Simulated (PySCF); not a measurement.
**NiF (doublet): density, localisation and related maps**

```xyz
2

Ni    0.0000    0.0000   -0.4383
F     0.0000    0.0000    1.3367
```

These are results of PySCF, PBE0/def2-TZVPPD, non-relativistic Hamiltonian with scalar-relativistic core potentials where named, at a bond length of 1.775 Å, not measurements.

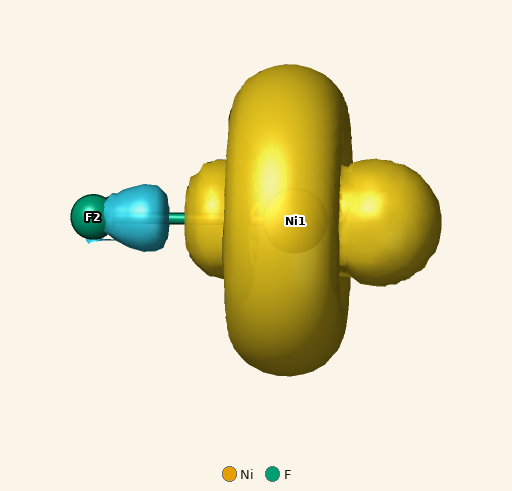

Figure 1. Isosurfaces of the spin density (α minus β) at +0.015 (yellow) and −0.015 e/Å³ (cyan), seen from one side.

> Where is the unpaired spin?

The unpaired spin (1 electron) lies mostly on Ni1 (about 1.0), in electrons by Hirshfeld's partition.

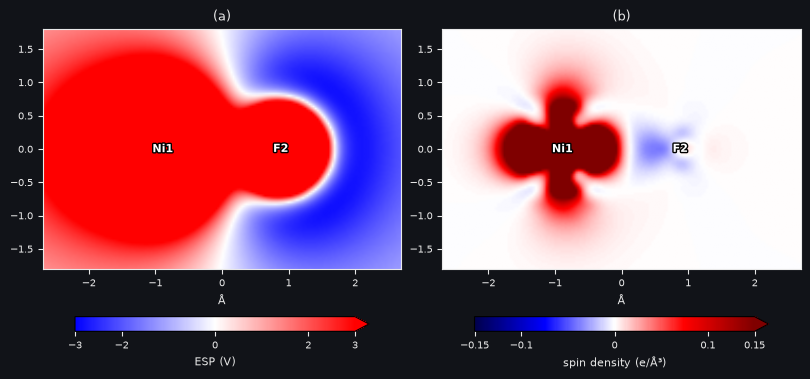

Figure 2. (a) molecular electrostatic potential; (b) spin density on a plane that holds the molecular axis.

> What does the map show?

- The section cuts through Ni and F sites.
- Outside the dense part of the molecule the potential is most negative (−2.8 V) near F2.

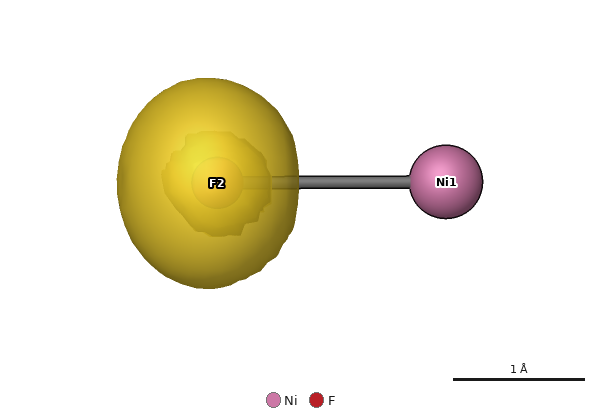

Figure 3. Isosurface of the electron localisation function at 0.75 (yellow), seen from one side. Core shells and regions of very low density are left out.

> What do the ELF domains correspond to?

The ELF exceeds this value in one region wrapped around F (its valence shell).


Ni–F (1.77 Å): the ELF peaks at about 0.85 in the valence shell of F, 0.5 Å from its nucleus, and is about 0.15 at the midpoint.
